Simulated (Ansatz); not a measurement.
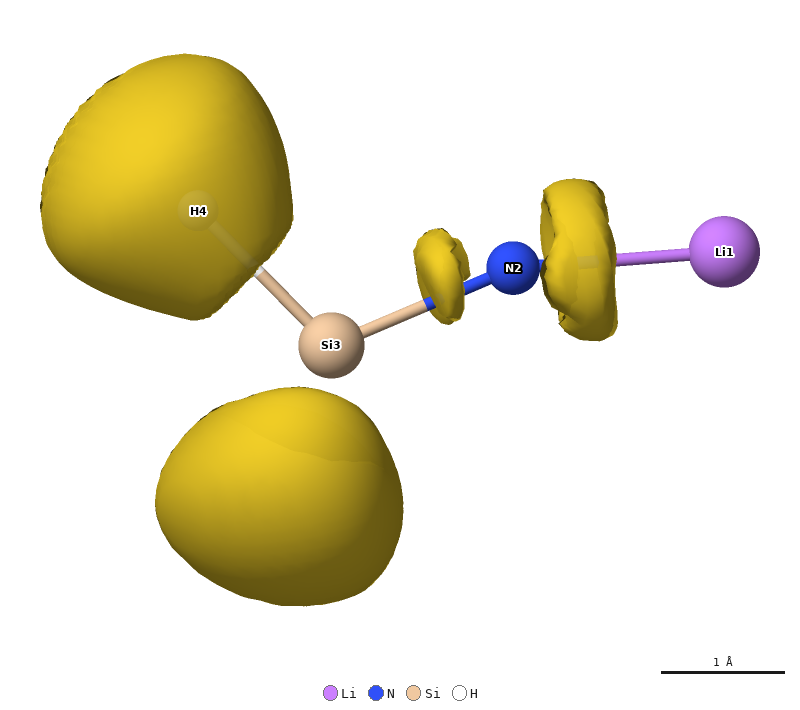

HLiNSi (doublet). Isosurface of the ELF at 0.85 (yellow), seen across its widest extent. Only the valence region is drawn (cores and ρ < 0.01 e/Å³ removed).

Geometry: B3LYP-D3(BJ)/def2-SVP.

Theory: isolated molecule in a Gaussian basis; Kohn-Sham density functional theory, functional PBE0 in Ansatz.

> Describe the localisation domains.

At this value the surface marks out one region between bonded N–Si atoms (shared pairs), one region around a hydrogen nucleus, one lobe of the valence shell of N pointing towards Li and one lobe on Si, pointing away from the bonds (non-bonding electrons). Along the contacts the grid gives the following. Si–N (1.62 Å): the ELF peaks at about 0.85 between the atoms; a polar covalent bond. Li–N (1.74 Å): the ELF peaks at about 0.95 in the valence shell of N, 0.7 Å from its nucleus, and falls to about 0.25 next to Li; an ionic contact with no shared pair.
